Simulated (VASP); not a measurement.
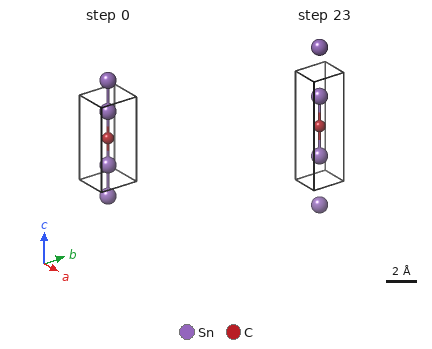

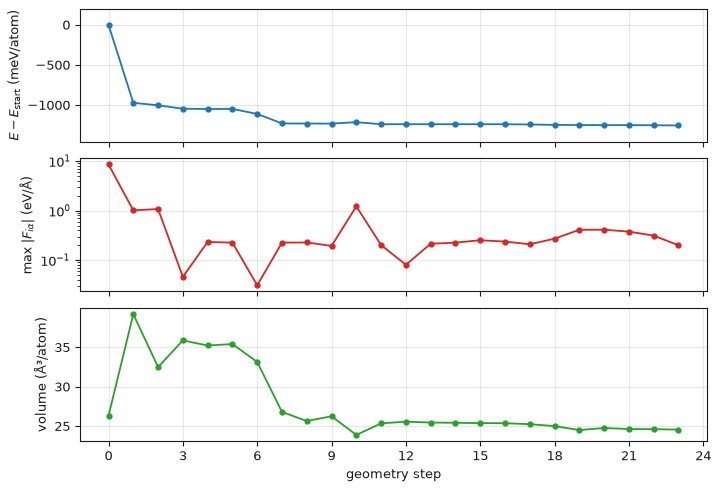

First and last geometry of a relaxation of solid Sn2C (a generated structure, set up in Cmmm), with the history of the run. The picture is a ball-and-stick view of the cell of the calculation, seen slightly off an axis.

The run lets cell and atoms move.

These are results of VASP, Kohn-Sham DFT of a periodic cell, PBE, VASP PAW PBE potentials, recommended, not measurements.

Input file:
```
SYSTEM = Sn2C
  ALGO = Fast
  EDIFF = 1E-4
  EDIFFG = -0.08
  ENCUT = 520
  GGA = PE
  IBRION = 2
  ISIF = 3
  ISMEAR = 0
  LASPH = .TRUE.
  LCHARG = .FALSE.
  LREAL = .FALSE.
  LWAVE = .FALSE.
  NELM = 60
  NSW = 24
  PREC = Normal
  SIGMA = 0.15
```

Launched with:
```bash
cat potpaw_PBE.64/Sn_d/POTCAR potpaw_PBE.64/C/POTCAR > POTCAR
mpirun -np 1 vasp_std > vasp.out
```

Q: Did the run converge, and what did it change?

A: The relaxation stopped without meeting its thresholds, so the last structure isn't shown to be converged. The energy falls by 1255 meV per atom in 23 geometry steps. Largest force component: 8.6 eV/Å at the start, 0.2 eV/Å at the end. Pressure: 20.46 GPa at the start and −0.15 GPa at the end. The largest moves relative to the cell, 0.32 Å, are those of Sn atoms. C stays in place. The volume changes by −6.7 %, with a = b 3.948 → 3.382 Å (−14.3 %), c 5.903 → 7.577 Å (+28.4 %), γ 120.9° → 121.8°. Some distances before and after: Sn–Sn 2.168 → 3.417 Å, C–Sn 1.867 → 2.080 Å. Bonds break: Sn–Sn (2.17 → 3.42 Å). The space group stays Cmmm (No. 65).

```tsv
step	E − E(0), meV/atom	largest force component, eV/Å	pressure, GPa	volume, Å³/atom
0	0.00	8.5669	20.46	26.312
1	-972.07	1.0171	-5.29	39.199
2	-1003.11	1.0788	0.86	32.487
3	-1045.62	0.0462	-2.70	35.868
4	-1049.08	0.2342	-2.12	35.227
5	-1048.50	0.2264	-2.41	35.407
6	-1110.53	0.0313	-3.30	33.140
7	-1229.38	0.2266	-2.35	26.797
8	-1230.42	0.2282	-1.37	25.647
9	-1231.49	0.1946	-1.65	26.249
10	-1213.12	1.2246	4.59	23.881
11	-1239.09	0.2022	0.78	25.348
12	-1238.61	0.0809	-0.64	25.565
13	-1238.94	0.2153	-0.28	25.452
14	-1239.01	0.2266	-0.30	25.421
15	-1239.05	0.2531	-0.28	25.384
16	-1239.04	0.2380	-0.13	25.366
17	-1242.12	0.2101	-0.08	25.247
18	-1247.34	0.2724	-0.01	25.004
19	-1249.49	0.4116	1.07	24.495
20	-1250.21	0.4131	0.50	24.760
21	-1250.52	0.3782	0.43	24.629
22	-1251.82	0.3140	0.42	24.611
23	-1254.61	0.2002	-0.15	24.559
```
